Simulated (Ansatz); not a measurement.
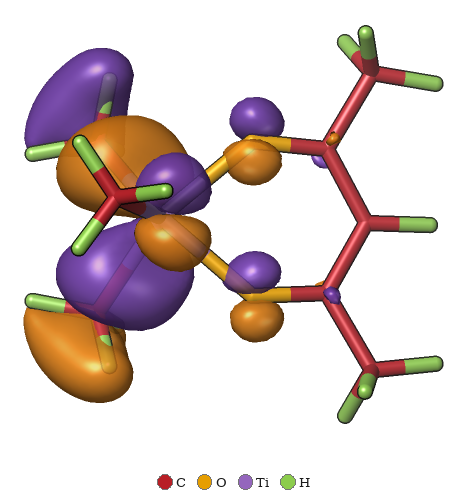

Figure 1: C8H16O2Ti (SMILES CC1=CC(C)=[O+][Ti-]([CH3])([CH3])([CH3])[O]1). One frontier orbital at ±0.1 Å⁻³ᐟ² (orange and purple are the two phases), seen at a tilt.

Geometry: PBE0-D4/def2-TZVP.

The calculation used RKS PBE0-D4/def2-TZVPP in Ansatz 0.2.0.

```xyz
27

C     0.1659   -2.6002   -2.1971
C    -0.1944   -1.5911   -1.1553
C    -1.3568   -1.7318   -0.3995
C    -1.7795   -0.7274    0.4694
C    -3.1056   -0.8173    1.1528
O    -1.0980    0.3157    0.7109
Ti    0.7049    1.0098    0.1542
C     0.8612    1.5524    2.1696
C     0.4962    2.7357   -0.9588
C     2.7413    0.5333    0.2360
O     0.6012   -0.6098   -1.0319
H     1.1542   -3.0084   -1.9723
H     0.2389   -2.1024   -3.1671
H    -0.5588   -3.4105   -2.2574
H    -1.9901   -2.5921   -0.5602
H    -3.6365   -1.7358    0.9080
H    -2.9559   -0.7565    2.2333
H    -3.7146    0.0434    0.8655
H     1.7001    2.2364    2.3241
H    -0.0759    2.0492    2.4455
H     0.9942    0.6782    2.8136
H    -0.3027    2.6374   -1.7011
H     1.4376    2.9519   -1.4762
H     0.2608    3.5726   -0.2918
H     3.3176    1.3597    0.6610
H     2.9224   -0.3668    0.8304
H     3.0706    0.3441   -0.7921
```

> Which orbital is it: HOMO or LUMO?

The HOMO, at −6.72 eV. It lies mainly on Ti7 (about 30 %), C8 (about 20 %) and C10 (about 20 %).
